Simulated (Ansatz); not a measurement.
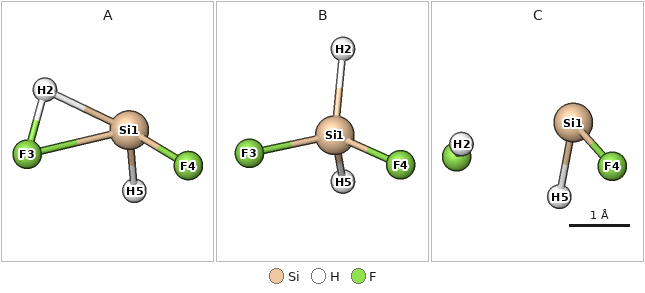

3 geometries from a converged minimum-energy path of SiH$_{2}$F$_{2}$, shuffled. Style: ball-and-stick. Shown at a tilt.

Level of theory: RKS CAM-B3LYP/def2-SVP in Ansatz 0.2.0. Set-up: 9 movable images; climbing image; force threshold 0.03 eV/Å; iteration limit 60; starting path through a guess of the saddle point.

> Which of them lies highest in energy?

A. In order along the path, whose images run from 0 to 10: B (image 0, 0.00 eV), A (image 4, +3.82 eV), C (image 8, +3.27 eV). Breaking: Si1–F3 (1.61 → 1.92 at the top → 2.23 Å), Si1–H2 (1.48 → 1.67 at the top → 2.33 Å). Forming: H2–F3 (2.51 → 1.15 at the top → 0.95 Å).

The run took 2.6 min on 1 thread of Arm Neoverse V1, with other jobs on the host, peak memory 0.11 GiB.
